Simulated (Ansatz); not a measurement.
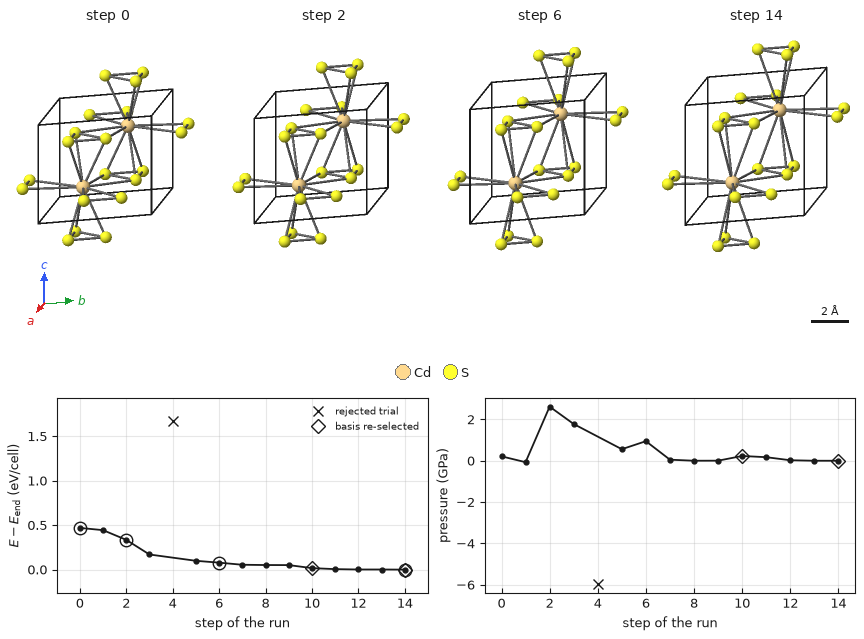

Frames of a relaxation of a crystal of CdS3 (a generated structure, set up in P6_3/mmc), marked on the history of the run. A ball-and-stick model of the cell of the calculation, seen slightly off an axis.

These are results of DFT PBE, scalar-relativistic, plane waves, PAW (Ansatz 0.2.0), not measurements.

Input file:
```yaml
crystal:
  lattice:
    - [6.5856395179, 0.0, 0.0]
    - [-3.292819759, 5.7033311227, 0.0]
    - [0.0, 0.0, 5.5393632132]
  atoms:
    - { symbol: Cd, position: [0.3333333333, 0.6666666667, 0.75] }
    - { symbol: Cd, position: [0.6666666667, 0.3333333333, 0.25] }
    - { symbol: S, position: [0.2225630795, 0.4451261591, 0.25] }
    - { symbol: S, position: [0.5548738409, 0.7774369205, 0.25] }
    - { symbol: S, position: [0.2225630795, 0.7774369205, 0.25] }
    - { symbol: S, position: [0.7774369205, 0.5548738409, 0.75] }
    - { symbol: S, position: [0.4451261591, 0.2225630795, 0.75] }
    - { symbol: S, position: [0.7774369205, 0.2225630795, 0.75] }
basis:
  ecutwfc: 420
kpoints:
  mp_grid: { grid: [6, 6, 8] }
hamiltonian:
  xc: pbe
scf:
  occupations: { method: gaussian, width: 0.1 }
output:
  forces: true
  stress: true
  eigenvalues: true
  write_density: true
  write_potential: true
  elf: true
  volumetric_format: npy
relax:
  adjacent_minimum: "off"
  f_tol: 0.01
  max_steps: 80
  cell: { stress_tol: 0.05 }
```

Run as
```bash
ansatz run input.yaml --threads 1 --pin off --max-ram 2560MiB --backend cpu --events-out ev --progress --plain --runs-dir out
```

**Describe the path.**

The energy falls by 0.469 eV per cell of the calculation in 11 accepted moves (14 points after the start). The largest force component goes from 0.08 to under 0.0001 eV/Å. Pressure: 0.22 GPa at the start and 0.00 GPa at the end. The line search rejected the trial step at point 4 of the run. At 2 points the geometry stayed and the basis and grid were re-selected for the new cell (energy shift of 34.0 meV per cell of the calculation at most each time). The largest moves relative to the cell, 0.12 Å, are those of S3, S4, S5, S6, S7 and S8. S7 goes along [2 1 0]. Cd stays in place. The drawn cell changes as follows: a = b 6.586 → 6.936 Å (+5.3 %), c 5.539 → 6.730 Å (+21.5 %); the volume changes by +34.8 %. Among the contacts that change: Cd1–S3 3.044 → 3.576 Å, Cd1–S6 3.354 → 3.557 Å, S3–S4 2.188 → 2.097 Å. The space group stays P6_3/mmc (No. 194). The run took 11 min on 1 thread of Arm Neoverse N1 (shared host), peak memory 0.67 GiB. From step 0 to 2: S atoms move most (0.05 Å), volume +4.9 %, energy −0.134 eV per cell of the calculation. From step 2 to 6: S atoms move most (0.03 Å), volume +13.4 %, energy −0.257 eV per cell of the calculation. From step 6 to 14: S atoms move most (0.04 Å), volume +13.3 %, energy −78.4 meV per cell of the calculation.

```
step  E − E(0), meV/atom  largest force component, eV/Å  pressure, GPa  volume, Å³/atom                      note
   0                0.00                         0.0798           0.22           26.007                          
   1               -3.13                         0.2089          -0.07           26.361                          
   2              -16.79                         0.5643           2.62           27.278                          
   3              -37.39                         0.3717           1.78           28.663                          
   4              149.73                         2.0758          -5.98           30.513                  rejected
   5              -46.25                         0.0739           0.56           29.872                          
   6              -48.87                         0.3369           0.95           30.923                          
   7              -51.83                         0.0119           0.05           32.277                          
   8              -52.21                         0.0118           0.00           32.699                          
   9              -52.30                         0.0021           0.01           32.980                          
  10              -56.55                         0.0017           0.23           32.980  same geometry, new basis
  11              -57.97                         0.0377           0.17           33.900                          
  12              -58.50                         0.0036           0.03           34.832                          
  13              -58.50                         0.0002           0.00           35.045                          
  14              -58.67                         0.0001           0.00           35.045  same geometry, new basis
```
